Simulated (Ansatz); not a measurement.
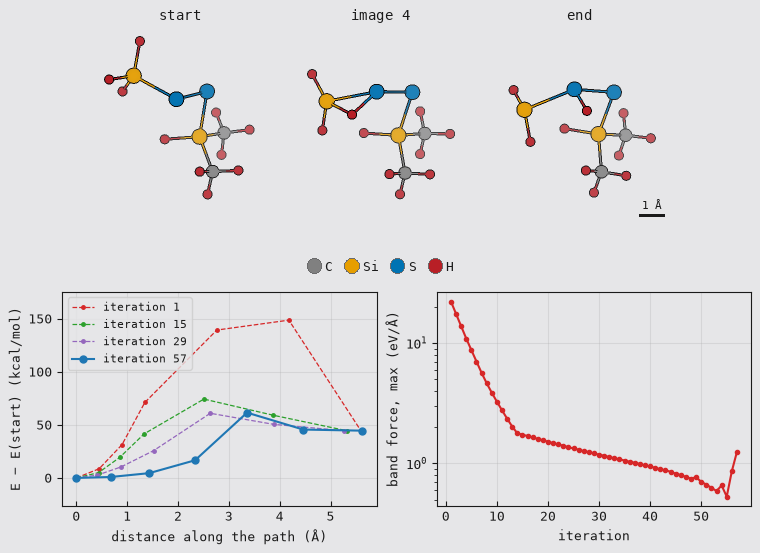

NEB run on C$_{2}$H$_{10}$S$_{2}$Si$_{2}$. Images are numbered from 0 (start) to 6 (end). The plot follows the band through its iterations. Style: ball-and-stick. Shown from a free direction.

Computed with RKS B3LYP-D4/6-31G* in Ansatz. Settings: 5 movable images; climbing image; force threshold 0.03 eV/Å; iteration limit 57; optimiser L-BFGS; largest step 0.02 Å; starting path through a guess of the saddle point.

> How did the profile develop, and is the result final?

The result isn't final. The band hadn't converged when the run stopped after 57 iterations. The largest component of the band force went from 22 to 1.2 eV/Å. The barrier read from it is provisional, though the highest image hardly moved in the last two iterations. The step length is far from the usual. The first iteration put the highest image at 148.6 kcal/mol. Forward barrier 61.5 kcal/mol, backward barrier 17.0 kcal/mol, with image 4 at the top; the reaction energy is +44.5 kcal/mol.

Cost: 16 min on 2 threads of Intel(R) Xeon(R) 6975P-C (Granite Rapids) (shared host), peak memory 0.4 GiB.
